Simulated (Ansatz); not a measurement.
System: CuNi₂ (charge +1, quintet).

```csv
atom,x (Å),y (Å),z (Å)
Ni,-0.8987,0.9939,-0.2141
Ni,0.0694,-0.6920,1.2963
Cu,0.8293,-0.3019,-1.0822
```

Geometry: PBE0-D4/def2-TZVP; ⟨S²⟩ = 6.08, above the pure value of 6.00.

The calculation used UKS PBE0-D4/def2-TZVP in Ansatz.

Question: Predict the electron density, electron localisation function and spin density between the atoms.

Answer: Cu–Ni (2.33 Å): ρ is about 0.37 e/Å³ halfway; the ELF is about 0.25 at the midpoint.
Ni–Ni (2.46 Å): ρ is about 0.33 e/Å³ halfway; the ELF is about 0.30 at the midpoint.
Cu–Ni (2.53 Å): the density is about 0.27 e/Å³ at the midpoint; the ELF is about 0.30 at the midpoint.
The unpaired spin (4 electrons) lies mostly on Ni2 (about 2.2), Ni1 (about 1.5) and Cu3 (about 0.3), in electrons by Hirshfeld's partition.

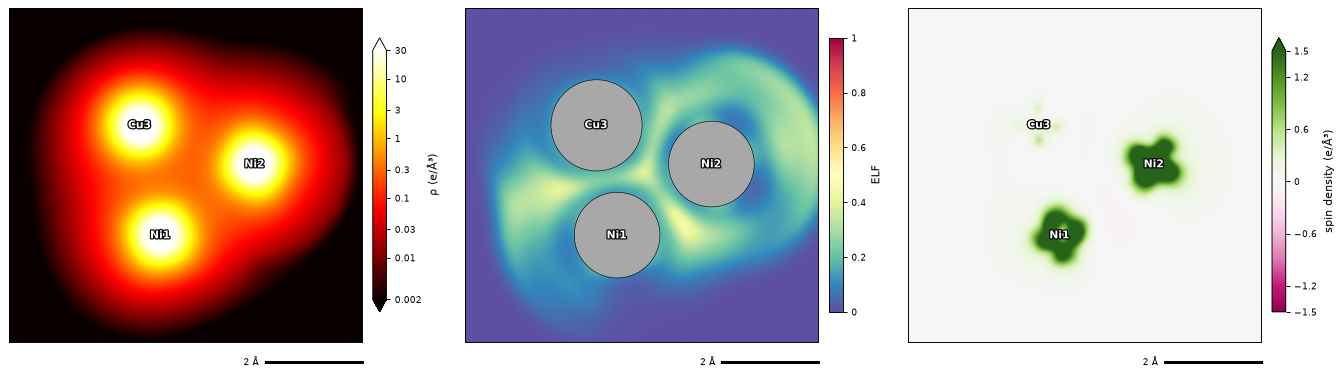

Computed electron density, electron localisation function and spin density on the molecular plane, in this order. Grey discs cover the atomic cores in the ELF map. 
